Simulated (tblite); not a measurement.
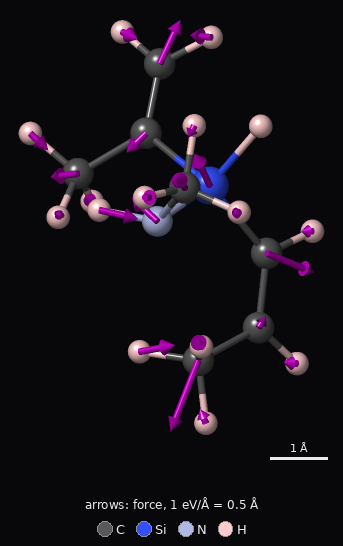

Starting geometry of C7H15NSi with the computed forces as purple arrows. The picture is a ball-and-stick view, seen from a free direction.

Computed with GFN2-xTB geometry optimisation, gas phase (tblite 0.8.0). 

Is this structure relaxed? If not, where do the atoms go?

It isn't relaxed: the largest force vector, on a C atom, is 2.70 eV/Å. The final displacements have little in common with the starting forces (cosine between the two patterns 0.16). The energy falls by 85.7 kJ/mol in 176 geometry steps. The atom that moves furthest after the best rigid fit is an H atom (1.43 Å). Largest moves by element: H 1.43 Å, N 0.65 Å, C 0.60 Å, Si 0.44 Å. Near-neighbour distances that change, for instance: C–Si 1.807 → 1.888 Å, C–H 1.136 → 1.091 Å, H–N 1.054 → 1.010 Å, N–Si 1.771 → 1.730 Å. Among the angles between lasting bonds that change: Si–N–C 109.3° → 122.4°, N–Si–H 106.6° → 114.4°, C–C–C 119.0° → 126.3°. Groups turn about C–C by about 55°, N–Si by about 50°, C–C by about 30°. The run took 2.8 s on 1 thread of Arm Neoverse N1 (shared host).
